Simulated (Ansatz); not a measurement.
**SnH3O (SMILES [OH][SnH2]): UHF/STO-3G**

What is the energy change on altering one bond length of SnH3O at UHF/STO-3G? 

Program for the calculation: Ansatz 0.2.0.

58 further runs of the same task are left out: 7 that didn't finish, 51 set aside as unsound or not needed.

### 1 The system as given

SnH3O: 5 atoms, total charge 0, spin state doublet. As SMILES, `[OH][SnH2]`. Geometry: relaxed at PBE0-D4/def2-TZVP. This is one conformer, not always the lowest.

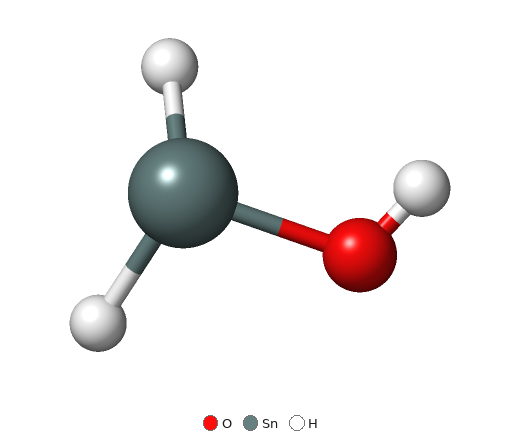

The structure, seen from a chosen angle (oxygen red, tin teal, hydrogen white).

### 2 A single-point energy at UHF/STO-3G

File molecule.yaml:

```yaml
crystal:
  periodic: [false, false, false]
  atoms:
    - {symbol: O, position_ang: [0.707400, -0.732900, 0.861900]}
    - {symbol: Sn, position_ang: [0.104500, 0.308800, -0.705500]}
    - {symbol: H, position_ang: [0.368600, -1.631300, 0.873200]}
    - {symbol: H, position_ang: [-1.606800, 0.061300, -0.845900]}
    - {symbol: H, position_ang: [0.476300, 1.920400, -0.224900]}
basis:
  gaussian: {orbitals: STO-3G}
magnetization: {spin_polarized: true, initial_magnetization: 1}
hamiltonian: {xc: hf}
accuracy: high
```

Started as:

```sh
$ ansatz run molecule.yaml --threads 1 --pin off --max-ram 2610MiB --events-out events.jsonl --progress --plain --runs-dir runs
```

Standard output:

```text
Warning: RAYON_NUM_THREADS=1 ignored (pool sized by the plan → 1); use --threads N
Functional definition: HF
  name "HF"
  exchange = exact_x
  correlation = 0
640 factors; integrals over basis functions are off by at most 4.8e-9 eV
mean field evaluation 1: about -164323.2468 eV, gradient 1.4e1 eV
mean field evaluation 2: about -164323.2992 eV, gradient 1.4e1 eV
mean field evaluation 4: about -164325.0301 eV, gradient 1.3e0 eV
mean field evaluation 8: about -164325.0775 eV, gradient 1.1e-3 eV
mean field -164325.07451197 eV, -6038.8351047790 hartree, gradient 3.1e-8 eV, S^2 0.753010; 0 other end points of the search recorded, 0 dependent functions left out
reference -164325.07451197 eV, -6038.8351047790 hartree; 31, 30 occupied and 4, 5 virtual orbitals, 640 factors
Total energy: -164325.07451197 eV, -6038.8351047790 hartree
```

Wall time 0.62 s (1 thread of Arm Neoverse V2, shared host); peak memory 0.1 GiB.

### 3 The distorted shape at the same level

File run.yaml:

```yaml
crystal:
  periodic: [false, false, false]
  atoms:
    - {symbol: O, position_ang: [0.614456, -1.135773, 0.741758]}
    - {symbol: Sn, position_ang: [0.011556, -0.094073, -0.825642]}
    - {symbol: H, position_ang: [0.275656, -2.034173, 0.753058]}
    - {symbol: H, position_ang: [-1.699744, -0.341573, -0.966042]}
    - {symbol: H, position_ang: [0.476300, 1.920400, -0.224900]}
basis:
  gaussian: {orbitals: STO-3G}
magnetization: {spin_polarized: true, initial_magnetization: 1}
hamiltonian: {xc: hf}
accuracy: high
```

Started as:

```sh
$ ansatz run run.yaml --threads 1 --pin off --max-ram 2610MiB --events-out events.jsonl --progress --plain --runs-dir runs
```

Standard output:

```text
Warning: RAYON_NUM_THREADS=1 ignored (pool sized by the plan → 1); use --threads N
Functional definition: HF
  name "HF"
  exchange = exact_x
  correlation = 0
640 factors; integrals over basis functions are off by at most 4.8e-9 eV
mean field evaluation 1: about -164321.4028 eV, gradient 1.5e1 eV
mean field evaluation 2: about -164321.4538 eV, gradient 1.5e1 eV
mean field evaluation 4: about -164323.4346 eV, gradient 1.5e0 eV
mean field evaluation 8: about -164323.4919 eV, gradient 2.9e-3 eV
mean field evaluation 16: about -164321.0282 eV, gradient 9.0e0 eV
mean field evaluation 32: about -164323.4869 eV, gradient 1.1e-1 eV
mean field -164323.48837956 eV, -6038.7768154879 hartree, gradient 3.7e-8 eV, S^2 0.772969; 0 other end points of the search recorded, 0 dependent functions left out
reference -164323.48837956 eV, -6038.7768154879 hartree; 31, 30 occupied and 4, 5 virtual orbitals, 640 factors
Total energy: -164323.48837956 eV, -6038.7768154879 hartree
```

It took 0.76 s on 1 thread of Arm Neoverse V2, shared host; peak memory 0.1 GiB.

### 4 Summary of results

At UHF/STO-3G:

| quantity | value |
| --- | --- |
| first shape: total energy | -6038.83510 Eh |
| first shape: ⟨S²⟩ | 0.753 |
| distorted shape: total energy | -6038.77682 Eh |
| distorted shape: ⟨S²⟩ | 0.773 |
| energy change with the Sn2–H5 bond stretched from 1.722 to 2.153 Å | 1.586 eV |

In words: With the Sn2–H5 bond stretched from 1.722 to 2.153 Å the energy rises by 1.59 eV (153 kJ/mol). The first shape isn't relaxed at this level, so the change isn't measured from a minimum. The minimal basis adds a large error of its own. Relativity is left out (first shape) although the molecule holds a heavy atom. Relativity is left out (distorted shape) although the molecule holds a heavy atom.
